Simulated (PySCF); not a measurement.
```xyz
18

C     0.2615   -0.1876   -3.1633
C    -0.1523   -0.0834   -2.0392
Si   -0.8159    0.0311   -0.2987
N    -2.0112    1.2475   -0.0417
P    -1.9000   -1.9038    0.1378
C     0.6712    0.3849    0.8275
C     0.5907    1.2266    1.8476
C     1.9254   -0.3775    0.5284
H     0.6272   -0.2730   -4.1466
H    -2.9618    1.0536   -0.3110
H    -1.7829    2.2106   -0.2236
H    -1.3596   -2.0570    1.4028
H    -0.9281   -2.7034   -0.4367
H     1.4283    1.4163    2.5031
H    -0.3165    1.7622    2.0684
H     2.7317   -0.0969    1.2032
H     2.2400   -0.1963   -0.4985
H     1.7434   -1.4477    0.6287
```

Geometry: GFN2-xTB.

Theory: wB97X-D/def2-SVPD, SCF density, gas phase (PySCF 2.14.0).

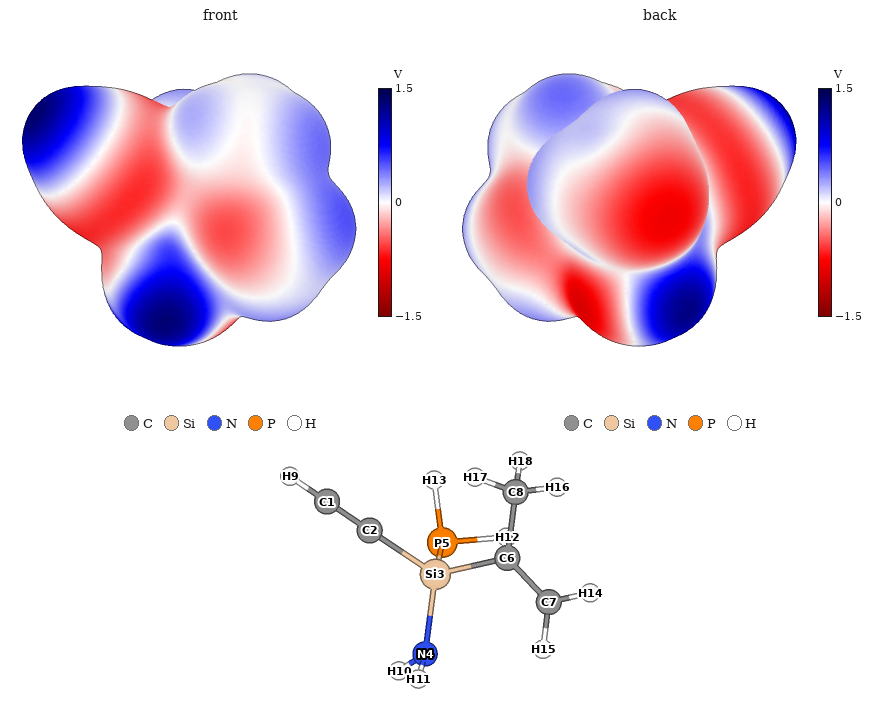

C5H10NPSi. The molecular electrostatic potential painted on the density surface at 0.001 e/bohr³, seen from the front and from behind; red is negative and blue positive. The bare structure is drawn below in the same view.

Question: Describe the electrostatic potential map.

Answer: The most negative region (about −0.9 V, or −21 kcal/mol for a unit charge) lies over N4 and P5, the most positive (about +1.3 V, or +30 kcal/mol for a unit charge) over H9 and H11.

Question: How polar is the molecule by this calculation?

Answer: Its dipole moment is 1.21 D.
